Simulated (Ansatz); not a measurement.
An ideal cubic perovskite cell is held by its symmetry; such compounds can tilt or shift off centre at room temperature.

Where the default PAW files enter, the runs use the earlier of Ansatz's two default sets.

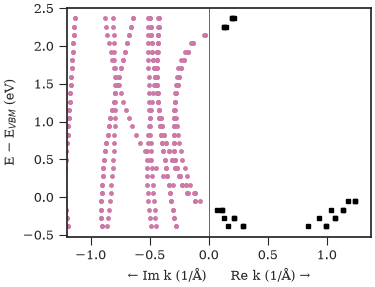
Figure: Complex bands at the centre of the two-dimensional zone; r2SCAN (Ansatz, an electronic-structure program)

The gap is the functional's own, uncorrected, and κ follows it; spin-orbit coupling is left out. Mid-gap means the computed energy nearest the middle.

This is BaTiO$_{3}$ (Pm-3m, cubic perovskite, 5 atoms a cell, 12.9 Å³ an atom, -2 GPa at this level) along the normal of (111). Read off the slowest decay at the centre of the two-dimensional zone at 1.04 eV, the computed energy nearest the middle of the gap.

κ ≈ 0.28 1/Å, a decay length 1/(2κ) of the density of 1.8 Å.
